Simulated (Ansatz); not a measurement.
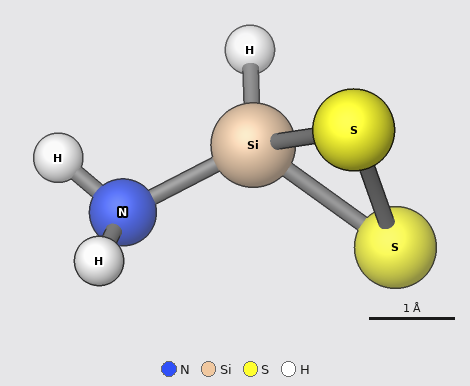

*The input geometry (ball-and-stick view, seen at a tilt).*

Bond lengths as drawn: H–N 1.01 to 1.04 Å, H–Si 1.47 Å, N–Si 1.74 Å, S–S 2.28 Å and S–Si 2.07 to 2.09 Å.

## SiNH3S2: molecular dynamics (part 1 of 3)

System: SiNH3S2, SMILES N[SiH]1SS1.
Method: RKS PBE0-D4/def2-SVP (Ansatz 0.2.0).

It belongs to a series of runs on one base structure; here: dynamics from the last frame of an earlier run.

**Log**
```
Engine: ansatz 0.2.0, x86_64-unknown-linux-gnu
Functional definition: PBE0
  parameter a = 0.25
  parameter kappa = 0.804
  parameter beta = 0.06672455060314922
  exchange = (1 - a)*pbe_x(kappa = kappa, mu = beta*pi^2/3) + a*exact_x
  correlation = pbe_c(beta = beta)
these checks for a lower state are left out or cut short: stability, starts, cluster_reference, orbital_swaps, neighbouring_geometries, increment
842 factors; integrals over basis functions are off by at most 4.0e-4 eV
mean field evaluation 1: about -31061.2398 eV, gradient 4.7e1 eV
mean field evaluation 2: about -31053.7751 eV, gradient 7.1e1 eV
mean field evaluation 4: about -31065.6170 eV, gradient 3.1e0 eV
mean field evaluation 8: about -31065.6582 eV, gradient 4.9e-2 eV
mean field evaluation 16: about -31065.6583 eV, gradient 1.0e-5 eV
mean field -31065.65825735 eV, -1141.6418838980 hartree, gradient 2.0e-6 eV, S^2 0.000000; 0 other end points of the search recorded, 0 dependent functions left out
the calculation of the forces begins
reference -31065.65827783 eV, -1141.6418846508 hartree; 28, 28 occupied and 55, 55 virtual orbitals, 842 factors
md step     0: t =     0.00 fs  T =   300.0 K  F+E_penalty+E_count = -31065.83824348 eV  E_kin = 0.193890 eV  conserved = -31065.64435348 eV  (15 SCF iters)
these checks for a lower state are left out or cut short: stability, starts, cluster_reference, orbital_swaps, neighbouring_geometries, increment
842 factors; integrals over basis functions are off by at most 3.8e-4 eV
mean field -31065.65678820 eV, -1141.6418299080 hartree, gradient 1.6e-6 eV, S^2 0.000000; 0 other end points of the search recorded, 0 dependent functions left out
the calculation of the forces begins
reference -31065.65680861 eV, -1141.6418306578 hartree; 28, 28 occupied and 55, 55 virtual orbitals, 842 factors
md step     1: t =     0.50 fs  T =   297.9 K  F+E_penalty+E_count = -31065.83684584 eV  E_kin = 0.192523 eV  conserved = -31065.64432297 eV  (15 SCF iters)
[... from here on the SCF iterations and repeated set-up lines of each step are left out, up to the last step ...]
md step     2: t =     1.00 fs  T =   292.8 K  F+E_penalty+E_count = -31065.83353972 eV  E_kin = 0.189268 eV  conserved = -31065.64427186 eV  (15 SCF iters)
md step     3: t =     1.50 fs  T =   286.1 K  F+E_penalty+E_count = -31065.82912097 eV  E_kin = 0.184903 eV  conserved = -31065.64421763 eV  (15 SCF iters)
md step     4: t =     2.00 fs  T =   278.9 K  F+E_penalty+E_count = -31065.82442990 eV  E_kin = 0.180252 eV  conserved = -31065.64417816 eV  (15 SCF iters)
md step     5: t =     2.50 fs  T =   272.2 K  F+E_penalty+E_count = -31065.82007940 eV  E_kin = 0.175916 eV  conserved = -31065.64416366 eV  (15 SCF iters)
md step     6: t =     3.00 fs  T =   266.3 K  F+E_penalty+E_count = -31065.81629845 eV  E_kin = 0.172126 eV  conserved = -31065.64417261 eV  (15 SCF iters)
md step     7: t =     3.50 fs  T =   261.1 K  F+E_penalty+E_count = -31065.81295110 eV  E_kin = 0.168757 eV  conserved = -31065.64419428 eV  (15 SCF iters)
md step     8: t =     4.00 fs  T =   256.0 K  F+E_penalty+E_count = -31065.80969385 eV  E_kin = 0.165478 eV  conserved = -31065.64421618 eV  (15 SCF iters)
md step     9: t =     4.50 fs  T =   250.6 K  F+E_penalty+E_count = -31065.80616368 eV  E_kin = 0.161933 eV  conserved = -31065.64423098 eV  (15 SCF iters)
md step    10: t =     5.00 fs  T =   244.2 K  F+E_penalty+E_count = -31065.80209301 eV  E_kin = 0.157854 eV  conserved = -31065.64423889 eV  (15 SCF iters)
md step    11: t =     5.50 fs  T =   236.8 K  F+E_penalty+E_count = -31065.79731688 eV  E_kin = 0.153073 eV  conserved = -31065.64424412 eV  (15 SCF iters)
md step    12: t =     6.00 fs  T =   228.2 K  F+E_penalty+E_count = -31065.79171811 eV  E_kin = 0.147468 eV  conserved = -31065.64424992 eV  (14 SCF iters)
md step    13: t =     6.50 fs  T =   218.1 K  F+E_penalty+E_count = -31065.78518503 eV  E_kin = 0.140930 eV  conserved = -31065.64425498 eV  (14 SCF iters)
md step    14: t =     7.00 fs  T =   206.4 K  F+E_penalty+E_count = -31065.77763062 eV  E_kin = 0.133376 eV  conserved = -31065.64425436 eV  (14 SCF iters)
md step    15: t =     7.50 fs  T =   193.1 K  F+E_penalty+E_count = -31065.76906365 eV  E_kin = 0.124821 eV  conserved = -31065.64424291 eV  (14 SCF iters)
md step    16: t =     8.00 fs  T =   178.6 K  F+E_penalty+E_count = -31065.75966365 eV  E_kin = 0.115445 eV  conserved = -31065.64421849 eV  (15 SCF iters)
md step    17: t =     8.50 fs  T =   163.4 K  F+E_penalty+E_count = -31065.74980995 eV  E_kin = 0.105626 eV  conserved = -31065.64418369 eV  (15 SCF iters)
md step    18: t =     9.00 fs  T =   148.4 K  F+E_penalty+E_count = -31065.74004162 eV  E_kin = 0.095897 eV  conserved = -31065.64414492 eV  (15 SCF iters)
md step    19: t =     9.50 fs  T =   134.4 K  F+E_penalty+E_count = -31065.73096034 eV  E_kin = 0.086850 eV  conserved = -31065.64410994 eV  (15 SCF iters)
md step    20: t =    10.00 fs  T =   122.3 K  F+E_penalty+E_count = -31065.72311219 eV  E_kin = 0.079027 eV  conserved = -31065.64408522 eV  (16 SCF iters)
md step    21: t =    10.50 fs  T =   112.7 K  F+E_penalty+E_count = -31065.71688871 eV  E_kin = 0.072815 eV  conserved = -31065.64407388 eV  (16 SCF iters)
md step    22: t =    11.00 fs  T =   105.8 K  F+E_penalty+E_count = -31065.71247914 eV  E_kin = 0.068404 eV  conserved = -31065.64407554 eV  (16 SCF iters)
md step    23: t =    11.50 fs  T =   101.8 K  F+E_penalty+E_count = -31065.70988244 eV  E_kin = 0.065798 eV  conserved = -31065.64408446 eV  (16 SCF iters)
md step    24: t =    12.00 fs  T =   100.4 K  F+E_penalty+E_count = -31065.70897829 eV  E_kin = 0.064883 eV  conserved = -31065.64409517 eV  (16 SCF iters)
md step    25: t =    12.50 fs  T =   101.4 K  F+E_penalty+E_count = -31065.70961563 eV  E_kin = 0.065513 eV  conserved = -31065.64410259 eV  (16 SCF iters)
md step    26: t =    13.00 fs  T =   104.6 K  F+E_penalty+E_count = -31065.71168816 eV  E_kin = 0.067583 eV  conserved = -31065.64410525 eV  (16 SCF iters)
md step    27: t =    13.50 fs  T =   109.9 K  F+E_penalty+E_count = -31065.71515730 eV  E_kin = 0.071052 eV  conserved = -31065.64410576 eV  (16 SCF iters)
md step    28: t =    14.00 fs  T =   117.4 K  F+E_penalty+E_count = -31065.72001347 eV  E_kin = 0.075904 eV  conserved = -31065.64410933 eV  (16 SCF iters)
md step    29: t =    14.50 fs  T =   127.0 K  F+E_penalty+E_count = -31065.72620168 eV  E_kin = 0.082082 eV  conserved = -31065.64411986 eV  (16 SCF iters)
md step    30: t =    15.00 fs  T =   138.4 K  F+E_penalty+E_count = -31065.73356734 eV  E_kin = 0.089431 eV  conserved = -31065.64413637 eV  (16 SCF iters)
md step    31: t =    15.50 fs  T =   151.2 K  F+E_penalty+E_count = -31065.74187406 eV  E_kin = 0.097722 eV  conserved = -31065.64415237 eV  (16 SCF iters)
md step    32: t =    16.00 fs  T =   165.2 K  F+E_penalty+E_count = -31065.75089883 eV  E_kin = 0.106739 eV  conserved = -31065.64415995 eV  (15 SCF iters)
md step    33: t =    16.50 fs  T =   180.1 K  F+E_penalty+E_count = -31065.76054468 eV  E_kin = 0.116388 eV  conserved = -31065.64415623 eV  (15 SCF iters)
md step    34: t =    17.00 fs  T =   196.1 K  F+E_penalty+E_count = -31065.77087629 eV  E_kin = 0.126729 eV  conserved = -31065.64414703 eV  (15 SCF iters)
md step    35: t =    17.50 fs  T =   213.3 K  F+E_penalty+E_count = -31065.78202280 eV  E_kin = 0.137876 eV  conserved = -31065.64414714 eV  (15 SCF iters)
md step    36: t =    18.00 fs  T =   231.8 K  F+E_penalty+E_count = -31065.79397154 eV  E_kin = 0.149803 eV  conserved = -31065.64416886 eV  (15 SCF iters)
md step    37: t =    18.50 fs  T =   250.9 K  F+E_penalty+E_count = -31065.80638148 eV  E_kin = 0.162166 eV  conserved = -31065.64421555 eV  (15 SCF iters)
md step    38: t =    19.00 fs  T =   269.6 K  F+E_penalty+E_count = -31065.81853622 eV  E_kin = 0.174259 eV  conserved = -31065.64427752 eV  (15 SCF iters)
md step    39: t =    19.50 fs  T =   286.5 K  F+E_penalty+E_count = -31065.82949133 eV  E_kin = 0.185155 eV  conserved = -31065.64433603 eV  (21 SCF iters)
md step    40: t =    20.00 fs  T =   300.1 K  F+E_penalty+E_count = -31065.83835594 eV  E_kin = 0.193984 eV  conserved = -31065.64437225 eV  (21 SCF iters)
md step    41: t =    20.50 fs  T =   309.8 K  F+E_penalty+E_count = -31065.84457928 eV  E_kin = 0.200204 eV  conserved = -31065.64437494 eV  (21 SCF iters)
md step    42: t =    21.00 fs  T =   315.3 K  F+E_penalty+E_count = -31065.84812277 eV  E_kin = 0.203778 eV  conserved = -31065.64434439 eV  (21 SCF iters)
md step    43: t =    21.50 fs  T =   317.5 K  F+E_penalty+E_count = -31065.84946180 eV  E_kin = 0.205172 eV  conserved = -31065.64429027 eV  (15 SCF iters)
md step    44: t =    22.00 fs  T =   317.5 K  F+E_penalty+E_count = -31065.84944024 eV  E_kin = 0.205213 eV  conserved = -31065.64422736 eV  (15 SCF iters)
md step    45: t =    22.50 fs  T =   317.0 K  F+E_penalty+E_count = -31065.84904444 eV  E_kin = 0.204874 eV  conserved = -31065.64417049 eV  (15 SCF iters)
md step    46: t =    23.00 fs  T =   317.3 K  F+E_penalty+E_count = -31065.84917381 eV  E_kin = 0.205043 eV  conserved = -31065.64413044 eV  (15 SCF iters)
md step    47: t =    23.50 fs  T =   319.3 K  F+E_penalty+E_count = -31065.85046835 eV  E_kin = 0.206356 eV  conserved = -31065.64411262 eV  (15 SCF iters)
md step    48: t =    24.00 fs  T =   323.5 K  F+E_penalty+E_count = -31065.85322108 eV  E_kin = 0.209104 eV  conserved = -31065.64411675 eV  (15 SCF iters)
md step    49: t =    24.50 fs  T =   329.9 K  F+E_penalty+E_count = -31065.85737788 eV  E_kin = 0.213239 eV  conserved = -31065.64413845 eV  (15 SCF iters)
md step    50: t =    25.00 fs  T =   338.0 K  F+E_penalty+E_count = -31065.86260238 eV  E_kin = 0.218431 eV  conserved = -31065.64417147 eV  (15 SCF iters)
md step    51: t =    25.50 fs  T =   346.8 K  F+E_penalty+E_count = -31065.86837224 eV  E_kin = 0.224163 eV  conserved = -31065.64420961 eV  (15 SCF iters)
md step    52: t =    26.00 fs  T =   355.6 K  F+E_penalty+E_count = -31065.87407449 eV  E_kin = 0.229826 eV  conserved = -31065.64424842 eV  (15 SCF iters)
md step    53: t =    26.50 fs  T =   363.3 K  F+E_penalty+E_count = -31065.87907994 eV  E_kin = 0.234795 eV  conserved = -31065.64428445 eV  (15 SCF iters)
md step    54: t =    27.00 fs  T =   369.0 K  F+E_penalty+E_count = -31065.88280320 eV  E_kin = 0.238490 eV  conserved = -31065.64431367 eV  (15 SCF iters)
md step    55: t =    27.50 fs  T =   372.0 K  F+E_penalty+E_count = -31065.88477162 eV  E_kin = 0.240442 eV  conserved = -31065.64432959 eV  (21 SCF iters)
md step    56: t =    28.00 fs  T =   372.0 K  F+E_penalty+E_count = -31065.88472617 eV  E_kin = 0.240402 eV  conserved = -31065.64432457 eV  (21 SCF iters)
md step    57: t =    28.50 fs  T =   368.9 K  F+E_penalty+E_count = -31065.88273961 eV  E_kin = 0.238447 eV  conserved = -31065.64429275 eV  (21 SCF iters)
md step    58: t =    29.00 fs  T =   363.7 K  F+E_penalty+E_count = -31065.87929610 eV  E_kin = 0.235060 eV  conserved = -31065.64423645 eV  (15 SCF iters)
md step    59: t =    29.50 fs  T =   357.5 K  F+E_penalty+E_count = -31065.87524728 eV  E_kin = 0.231078 eV  conserved = -31065.64416950 eV  (15 SCF iters)
md step    60: t =    30.00 fs  T =   352.0 K  F+E_penalty+E_count = -31065.87159951 eV  E_kin = 0.227485 eV  conserved = -31065.64411405 eV  (15 SCF iters)
md step    61: t =    30.50 fs  T =   348.3 K  F+E_penalty+E_count = -31065.86918021 eV  E_kin = 0.225089 eV  conserved = -31065.64409120 eV  (15 SCF iters)
md step    62: t =    31.00 fs  T =   346.9 K  F+E_penalty+E_count = -31065.86832402 eV  E_kin = 0.224214 eV  conserved = -31065.64411005 eV  (15 SCF iters)
md step    63: t =    31.50 fs  T =   347.5 K  F+E_penalty+E_count = -31065.86873959 eV  E_kin = 0.224577 eV  conserved = -31065.64416293 eV  (15 SCF iters)
md step    64: t =    32.00 fs  T =   348.8 K  F+E_penalty+E_count = -31065.86963163 eV  E_kin = 0.225405 eV  conserved = -31065.64422694 eV  (15 SCF iters)
md step    65: t =    32.50 fs  T =   349.3 K  F+E_penalty+E_count = -31065.87003069 eV  E_kin = 0.225753 eV  conserved = -31065.64427777 eV  (21 SCF iters)
md step    66: t =    33.00 fs  T =   347.9 K  F+E_penalty+E_count = -31065.86916684 eV  E_kin = 0.224869 eV  conserved = -31065.64429803 eV  (21 SCF iters)
md step    67: t =    33.50 fs  T =   344.2 K  F+E_penalty+E_count = -31065.86673868 eV  E_kin = 0.222456 eV  conserved = -31065.64428271 eV  (21 SCF iters)
md step    68: t =    34.00 fs  T =   338.5 K  F+E_penalty+E_count = -31065.86299232 eV  E_kin = 0.218753 eV  conserved = -31065.64423901 eV  (15 SCF iters)
md step    69: t =    34.50 fs  T =   331.8 K  F+E_penalty+E_count = -31065.85861781 eV  E_kin = 0.214437 eV  conserved = -31065.64418096 eV  (15 SCF iters)
md step    70: t =    35.00 fs  T =   325.6 K  F+E_penalty+E_count = -31065.85453542 eV  E_kin = 0.210411 eV  conserved = -31065.64412392 eV  (15 SCF iters)
md step    71: t =    35.50 fs  T =   321.2 K  F+E_penalty+E_count = -31065.85165632 eV  E_kin = 0.207576 eV  conserved = -31065.64408047 eV  (15 SCF iters)
md step    72: t =    36.00 fs  T =   319.7 K  F+E_penalty+E_count = -31065.85068338 eV  E_kin = 0.206625 eV  conserved = -31065.64405804 eV  (15 SCF iters)
md step    73: t =    36.50 fs  T =   321.7 K  F+E_penalty+E_count = -31065.85198579 eV  E_kin = 0.207926 eV  conserved = -31065.64405944 eV  (15 SCF iters)
md step    74: t =    37.00 fs  T =   327.2 K  F+E_penalty+E_count = -31065.85554848 eV  E_kin = 0.211465 eV  conserved = -31065.64408333 eV  (15 SCF iters)
md step    75: t =    37.50 fs  T =   335.5 K  F+E_penalty+E_count = -31065.86098320 eV  E_kin = 0.216855 eV  conserved = -31065.64412786 eV  (15 SCF iters)
md step    76: t =    38.00 fs  T =   345.6 K  F+E_penalty+E_count = -31065.86757111 eV  E_kin = 0.223383 eV  conserved = -31065.64418843 eV  (15 SCF iters)
md step    77: t =    38.50 fs  T =   356.0 K  F+E_penalty+E_count = -31065.87433278 eV  E_kin = 0.230073 eV  conserved = -31065.64425981 eV  (15 SCF iters)
md step    78: t =    39.00 fs  T =   364.8 K  F+E_penalty+E_count = -31065.88011891 eV  E_kin = 0.235785 eV  conserved = -31065.64433409 eV  (20 SCF iters)
md step    79: t =    39.50 fs  T =   370.3 K  F+E_penalty+E_count = -31065.88374485 eV  E_kin = 0.239346 eV  conserved = -31065.64439933 eV  (20 SCF iters)
md step    80: t =    40.00 fs  T =   371.0 K  F+E_penalty+E_count = -31065.88418842 eV  E_kin = 0.239749 eV  conserved = -31065.64443922 eV  (21 SCF iters)
md step    81: t =    40.50 fs  T =   365.8 K  F+E_penalty+E_count = -31065.88084796 eV  E_kin = 0.236412 eV  conserved = -31065.64443630 eV  (21 SCF iters)
md step    82: t =    41.00 fs  T =   355.0 K  F+E_penalty+E_count = -31065.87380349 eV  E_kin = 0.229423 eV  conserved = -31065.64438028 eV  (20 SCF iters)
md step    83: t =    41.50 fs  T =   339.9 K  F+E_penalty+E_count = -31065.86396238 eV  E_kin = 0.219686 eV  conserved = -31065.64427654 eV  (20 SCF iters)
md step    84: t =    42.00 fs  T =   323.1 K  F+E_penalty+E_count = -31065.85295897 eV  E_kin = 0.208808 eV  conserved = -31065.64415103 eV  (15 SCF iters)
md step    85: t =    42.50 fs  T =   307.4 K  F+E_penalty+E_count = -31065.84274584 eV  E_kin = 0.198701 eV  conserved = -31065.64404468 eV  (15 SCF iters)
md step    86: t =    43.00 fs  T =   295.5 K  F+E_penalty+E_count = -31065.83496815 eV  E_kin = 0.190971 eV  conserved = -31065.64399712 eV  (15 SCF iters)
md step    87: t =    43.50 fs  T =   288.3 K  F+E_penalty+E_count = -31065.83036491 eV  E_kin = 0.186337 eV  conserved = -31065.64402764 eV  (15 SCF iters)
md step    88: t =    44.00 fs  T =   285.2 K  F+E_penalty+E_count = -31065.82847842 eV  E_kin = 0.184353 eV  conserved = -31065.64412512 eV  (15 SCF iters)
md step    89: t =    44.50 fs  T =   284.0 K  F+E_penalty+E_count = -31065.82782105 eV  E_kin = 0.183568 eV  conserved = -31065.64425333 eV  (14 SCF iters)
md step    90: t =    45.00 fs  T =   281.7 K  F+E_penalty+E_count = -31065.82642051 eV  E_kin = 0.182052 eV  conserved = -31065.64436840 eV  (20 SCF iters)
md step    91: t =    45.50 fs  T =   275.5 K  F+E_penalty+E_count = -31065.82249046 eV  E_kin = 0.178054 eV  conserved = -31065.64443638 eV  (20 SCF iters)
md step    92: t =    46.00 fs  T =   263.8 K  F+E_penalty+E_count = -31065.81495772 eV  E_kin = 0.170514 eV  conserved = -31065.64444326 eV  (21 SCF iters)
md step    93: t =    46.50 fs  T =   246.5 K  F+E_penalty+E_count = -31065.80369213 eV  E_kin = 0.159298 eV  conserved = -31065.64439454 eV  (20 SCF iters)
md step    94: t =    47.00 fs  T =   224.6 K  F+E_penalty+E_count = -31065.78943735 eV  E_kin = 0.145129 eV  conserved = -31065.64430810 eV  (14 SCF iters)
md step    95: t =    47.50 fs  T =   200.1 K  F+E_penalty+E_count = -31065.77354199 eV  E_kin = 0.129336 eV  conserved = -31065.64420613 eV  (14 SCF iters)
md step    96: t =    48.00 fs  T =   175.6 K  F+E_penalty+E_count = -31065.75761369 eV  E_kin = 0.113505 eV  conserved = -31065.64410919 eV  (14 SCF iters)
md step    97: t =    48.50 fs  T =   153.4 K  F+E_penalty+E_count = -31065.74319190 eV  E_kin = 0.099159 eV  conserved = -31065.64403310 eV  (14 SCF iters)
md step    98: t =    49.00 fs  T =   135.4 K  F+E_penalty+E_count = -31065.73149049 eV  E_kin = 0.087502 eV  conserved = -31065.64398805 eV  (14 SCF iters)
md step    99: t =    49.50 fs  T =   122.6 K  F+E_penalty+E_count = -31065.72322721 eV  E_kin = 0.079248 eV  conserved = -31065.64397937 eV  (14 SCF iters)
these checks for a lower state are left out or cut short: stability, starts, cluster_reference, orbital_swaps, neighbouring_geometries, increment
842 factors; integrals over basis functions are off by at most 3.6e-4 eV
mean field -31065.53728615 eV, -1141.6374382887 hartree, gradient 1.6e-6 eV, S^2 0.000000; 0 other end points of the search recorded, 0 dependent functions left out
the calculation of the forces begins
reference -31065.53730635 eV, -1141.6374390308 hartree; 28, 28 occupied and 55, 55 virtual orbitals, 842 factors
md step   100: t =    50.00 fs  T =   115.3 K  F+E_penalty+E_count = -31065.71853627 eV  E_kin = 0.074529 eV  conserved = -31065.64400771 eV  (14 SCF iters)
```

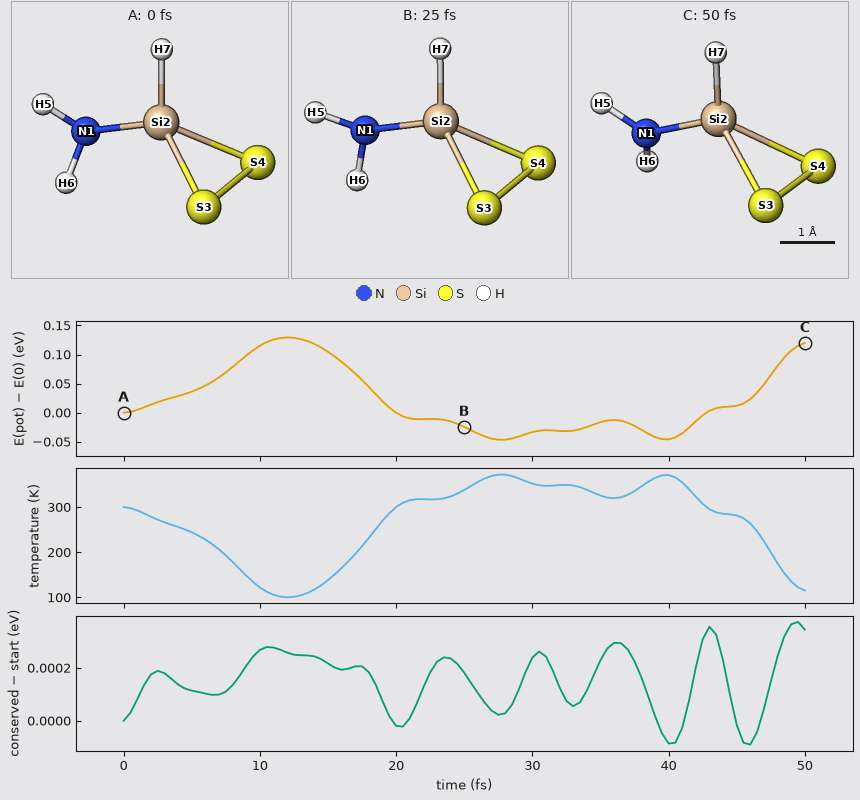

*Frames of the molecular dynamics (ball-and-stick, seen at a tilt) above the curves, on which the letters mark them.*

The trajectory kept here has 101 frames over 50 fs. The temperature starts at 300 K, ranges from 100 to 372 K and averages 311 K over the second half. The potential energy ends 0.120 eV above its first value. The conserved quantity stays within 0.00046 eV. After an unweighted best fit of the last frame on the first, the root-mean-square displacement is 0.24 Å, and H6 has moved furthest (0.42 Å).
